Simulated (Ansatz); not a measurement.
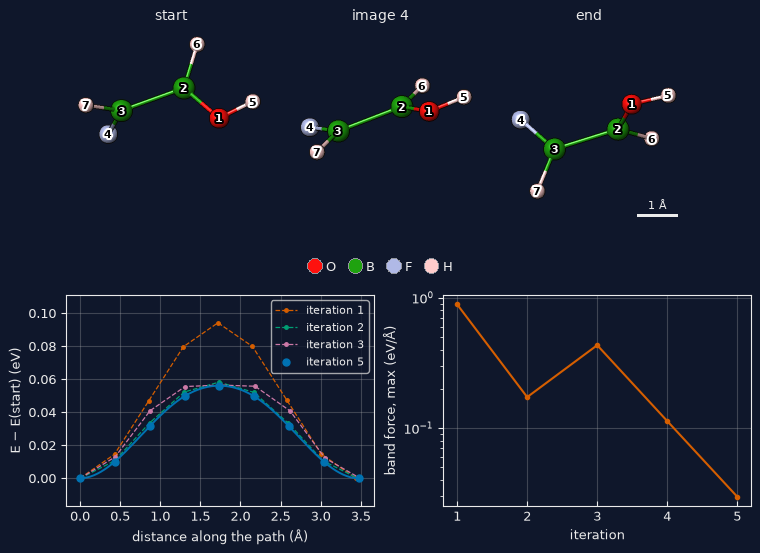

A nudged-elastic-band calculation for B₂H₃OF. Images are numbered from 0 (start) to 8 (end). The plot follows the band through its iterations. A ball-and-stick model, seen at a tilt.

Level of theory: Ansatz 0.2.0, RKS PBE0-D4/def2-SVP. Set-up: 7 movable images; climbing image; force threshold 0.05 eV/Å; iteration limit 60; starting path by image-dependent pair potential.

Q: Judge this run.

A: The result is final at these settings. The band converged in 5 iterations. The largest component of the band force went from 0.89 to 0.03 eV/Å. The climbing image converged on the top of the path. Its vibrational analysis gives one imaginary mode (66i cm⁻¹), as a transition state must have. The first iteration put the highest image at 0.094 eV. The two ends have the same energy, and the highest point, image 4, lies 0.056 eV above the start.

Cost: 83 s on 1 thread of Intel(R) Xeon(R) Platinum 8259CL CPU @ 2.50GHz (Skylake/Cascade Lake), on a shared host, peak memory 0.16 GiB.
